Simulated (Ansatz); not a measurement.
## Electronic structure of CH3BFNOSi in real space

The calculation's input:

```
crystal:
  periodic: [false, false, false]
  atoms:
    - { symbol: "N", position_ang: [1.0067, -1.4901, -1.4159] }
    - { symbol: C, position_ang: [0.3031, -0.3494, -1.5617] }
    - { symbol: F, position_ang: [0.2277, 0.2649, -2.7864] }
    - { symbol: B, position_ang: [-0.3631, 0.317, -0.3509] }
    - { symbol: O, position_ang: [-0.939, 1.4833, 0.3396] }
    - { symbol: Si, position_ang: [-0.4297, 0.5417, 1.6283] }
    - { symbol: H, position_ang: [1.0439, -1.936, -0.5196] }
    - { symbol: H, position_ang: [0.8192, 1.1089, 2.2372] }
    - { symbol: H, position_ang: [-1.5803, 0.0136, 2.4124] }
basis:
  gaussian: { orbitals: "6-31G" }
hamiltonian:
  xc: pbe
  dispersion: d4
relax:
  f_tol: 0.015
  max_steps: 40
output:
  orbitals: {}
```

Launched as:

```sh
ansatz run input.yaml --threads 1 --pin off --max-ram 2048MiB --backend cpu --events-out ev --progress --plain --runs-dir out
```

The fields are those of the relaxed geometry.

Theory: RKS PBE-D4/6-31G (Ansatz).

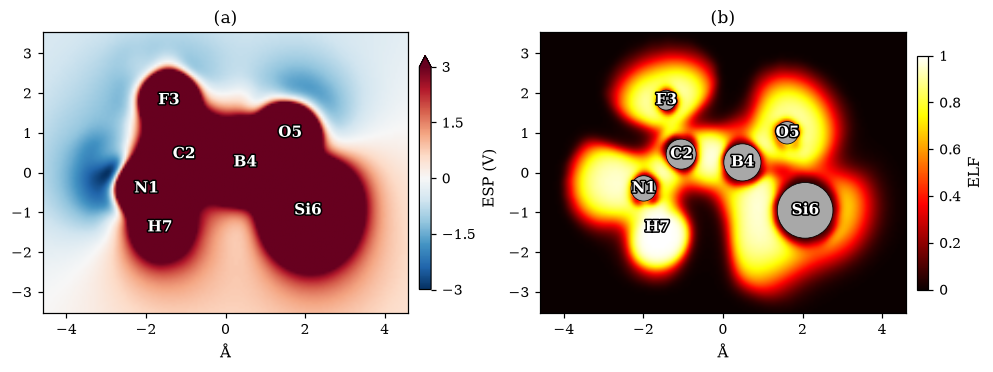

Figure 1. (a) molecular electrostatic potential; (b) electron localisation function on the plane of atoms C2, B4 and Si6. Grey discs cover the atomic cores in the ELF map.

Q: Describe what can be read from this map.

A: The plane passes through N, C, F, B, O, Si and H nuclei.
C–N (1.28 Å): the ELF peaks at about 0.90 between the atoms (a covalent bond).
B–O (1.35 Å): the ELF peaks at about 0.85 between the atoms, as expected for a shared but strongly polarised pair.
C–F (1.41 Å): the ELF peaks at about 0.80 between the atoms: a shared but strongly polarised pair.
C–B (1.55 Å): the ELF peaks at about 0.95 between the atoms; a shared electron pair.
Si–B (1.99 Å): the ELF peaks at about 0.85 between the atoms: a covalent bond.
The ELF also peaks beside N1, O5 and F3, away from the bonds: lone-pair regions.
Outside the dense part of the molecule the potential is most negative (−2.8 V) near N1.

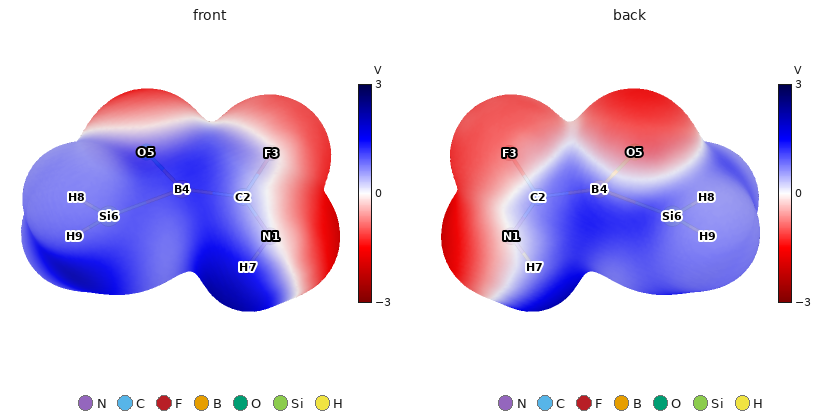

Figure 2. The molecular electrostatic potential painted on the density surface at 0.002 e/bohr³, seen from the front and from behind; the colour scale runs from red (negative) to blue (positive).

Q: Which sites attract a positive test charge, and which a negative one?

A: A positive charge is drawn to the negative regions and a negative charge to the positive ones. The most negative region (about −1.9 V, or −44 kcal/mol for a unit charge) lies over N1, the most positive (about +2.2 V, or +51 kcal/mol for a unit charge) over H7. N1 is the likeliest acceptor of a hydrogen bond.

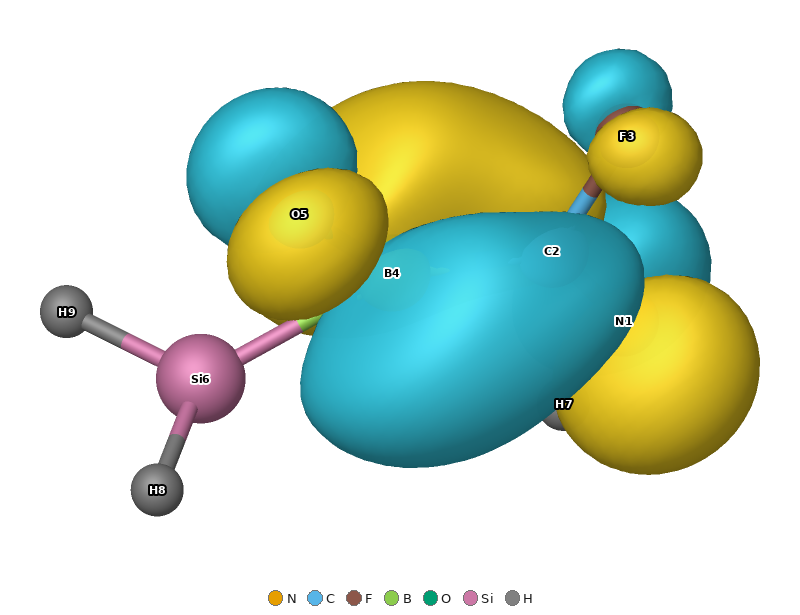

Figure 3. One frontier orbital at ±0.08 Å⁻³ᐟ² (yellow and cyan are the two phases), seen at an oblique angle.

Q: Which orbital is it: HOMO or LUMO?

A: The LUMO, at −3.26 eV. It lies mainly on B4 (about 30 %), N1 (about 25 %), C2 (about 20 %) and O5 (about 15 %).
